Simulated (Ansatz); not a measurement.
Consider CsSnI3 in the cubic perovskite structure (space group Pm-3m, No. 221; a = 6.031 Å). Axes: x, y, z lie along the cube axes.

Structures relaxed with Ansatz (a program for electronic structure), LDA, PAW, cutoff 420 eV, no SOC.

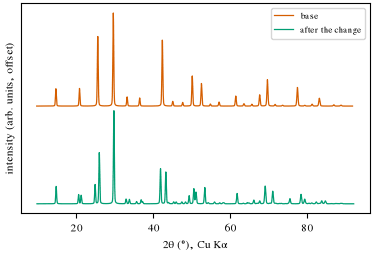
Figure. Simulated powder patterns before (top) and after one change

**Question.** Which of these changes matches the shifts?
A) biaxial strain −2.00 %, plane normal [111], relaxed out of plane
B) biaxial strain −0.50 %, plane normal [111], relaxed out of plane
C) biaxial strain −1.00 %, plane normal [111], relaxed out of plane

**Answer.** A, biaxial strain −2.00 %, plane normal [111], relaxed out of plane. Its volume per atom is 43.28 Å³ against 43.86 Å³, and its space group is R-3m (No. 166).

Whether these cells are dynamically stable was not tested. All final runs are without spin polarisation. Many cubic perovskites are stable only at high temperature; tilts and polar distortions were not tested.
